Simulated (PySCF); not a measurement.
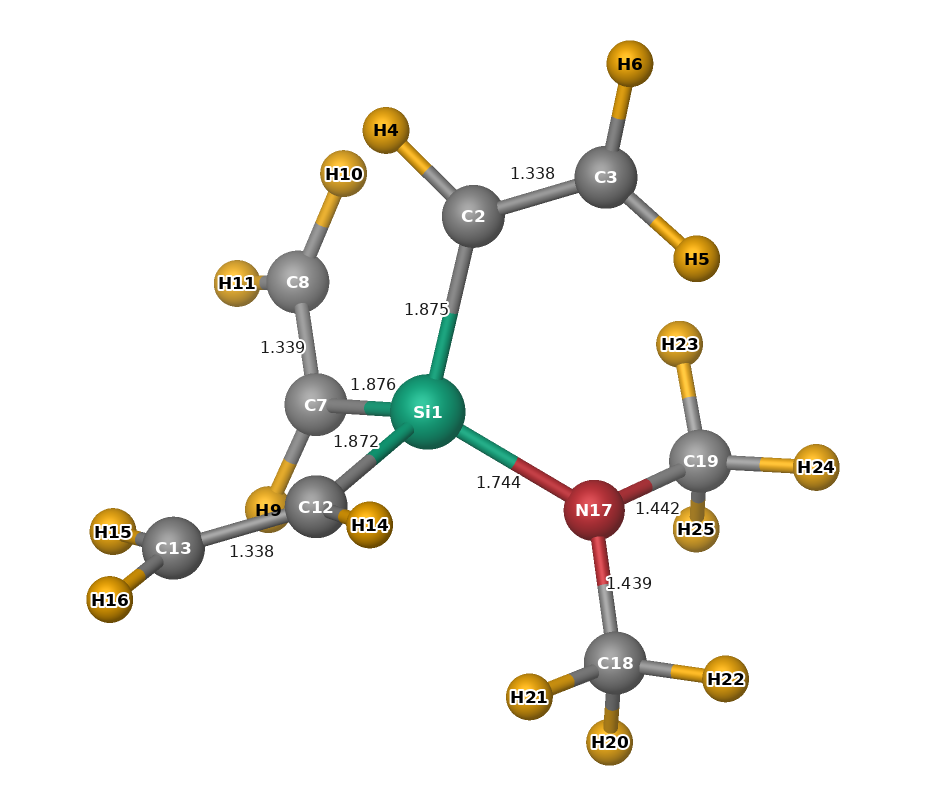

Bond lengths are marked in Å; every bond is drawn as one stick. The computed structure is the end point of a PBE0-D3(BJ)/def2-SVP optimisation. No frequency run is at hand to confirm it as a minimum.

> Which of the marked bonds are single, double, triple or aromatic?

Si1–C2 single; Si1–C7 single; Si1–C12 single; Si1–N17 single; C2–C3 double; C7–C8 double; C12–C13 double; N17–C18 single; N17–C19 single.

> Give the structure as SMILES.

C=C[Si](C=C)(C=C)N(C)C
